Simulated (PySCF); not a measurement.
System: CH4Cl3NSi (SiCl3(NHMe)).

```xyz
10

Si    0.5431    0.8905    0.8359
Cl    0.4962    0.9101    2.8818
Cl    2.4934    0.9205    0.1963
Cl   -0.2998    2.6106    0.0982
N    -0.2856   -0.4902    0.3236
C    -0.5058   -0.8775   -1.0508
H    -0.6337   -1.1249    1.0324
H    -1.5792   -0.9640   -1.2886
H    -0.0875   -0.1169   -1.7264
H    -0.0165   -1.8349   -1.2979
```

Geometry: PBE0-D3(BJ)/def2-SVP.

These are results of B3LYP/def2-SVPD, SCF density, gas phase in PySCF 2.14.0, not measurements.

**What can the converged electron density and electron localisation function tell about the bonding?**

C–N (1.44 Å): ρ at the midpoint is about 1.9 e/Å³; the ELF peaks at about 0.95 between the atoms (localised, covalent bonding).
Si–N (1.69 Å): ρ is about 1.2 e/Å³ halfway; the ELF peaks at about 0.90 between the atoms; a polar covalent bond.
Si–Cl (2.05 Å): the density is about 0.89 e/Å³ at the midpoint; the ELF peaks at about 0.90 between the atoms, as expected for a polar covalent bond.
N–H (1.01 Å): the density is about 2.8 e/Å³ at the midpoint; the ELF climbs to about 1 towards the hydrogen, as it does in any bond to H (an ordinary covalent bond to hydrogen).

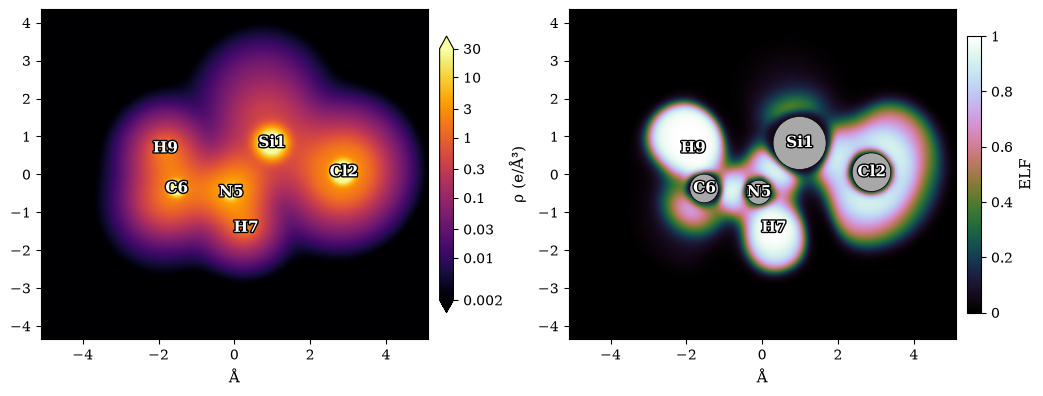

Computed electron density and electron localisation function on the plane of atoms C6, N5 and H7, in this order. Grey discs cover the atomic cores in the ELF map. 
